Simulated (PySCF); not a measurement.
Breaking a bond: NH, triplet.

- ROKS-r2SCAN = restricted open-shell r2SCAN/cc-pVDZ in PySCF
- ROKS-PBE0 = restricted open-shell PBE0/cc-pVDZ (PySCF)
- NEVPT2 = SC-NEVPT2 on CASSCF(6,5)/cc-pVDZ, all electrons correlated run with PySCF
- CASSCF(6,5)/cc-pVDZ (PySCF)

Energies are in kcal/mol, each relative to the lowest point of its own curve near equilibrium.

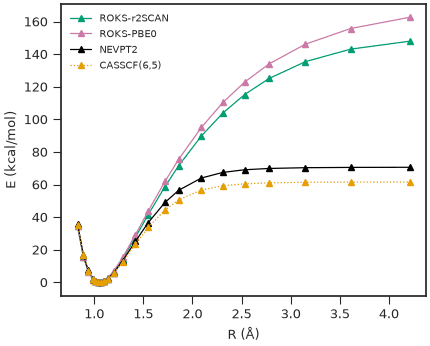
Energy against bond length for each method.

```tsv
R / Å	ROKS-r2SCAN	ROKS-PBE0	NEVPT2	CASSCF(6,5)
0.83	34.5	34.3	36.0	35.4
0.89	15.8	15.6	16.7	16.5
0.94	6.7	6.5	7.3	7.2
0.99	1.8	1.7	2.1	2.1
1.01	0.8	0.7	1.0	1.0
1.04	0.0	0.0	0.1	0.1
1.07	0.0	0.1	0.0	0.0
1.10	0.8	0.9	0.6	0.5
1.14	2.5	2.8	2.2	2.1
1.20	6.5	7.0	5.9	5.6
1.29	14.4	15.3	13.3	12.4
1.42	27.8	29.3	25.2	23.4
1.55	41.6	43.8	36.7	33.7
1.72	58.7	61.9	49.0	44.4
1.86	71.6	75.5	56.5	50.6
2.09	89.8	95.0	64.0	56.6
2.31	103.9	110.3	67.5	59.3
2.53	115.2	122.8	69.1	60.5
2.78	125.1	134.0	69.9	61.0
3.15	135.4	146.1	70.3	61.4
3.61	143.1	155.7	70.5	61.5
4.21	147.9	162.6	70.6	61.6
```

At the longest distance, 4.21 Å, ROKS-PBE0 lies highest above its minimum (162.6 kcal/mol) and CASSCF(6,5) lowest (61.6 kcal/mol).
